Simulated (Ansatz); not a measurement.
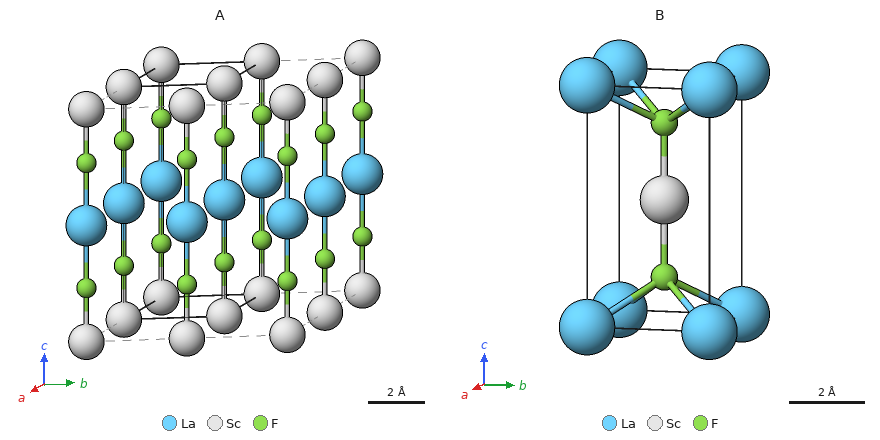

Two structures of LaScF₂, each relaxed to rest (conventional cells in solid outline, small ones repeated, not to one scale). Method: DFT PBE, scalar-relativistic, plane waves, PAW (Ansatz 0.2.0), without spin polarisation.

### Describe A and B.

A: 4 atoms a cell on a primitive hexagonal lattice, P6/mmm. B: 4 atoms a cell on a primitive tetragonal lattice, P4/mmm.

### Which form lies lower?

B is lower, by 38 meV/atom at this level of theory (energies at zero smearing). Volumes: A 25.6, B 18.9 Å³/atom.

One or both may be structure types tried for this composition rather than known phases.
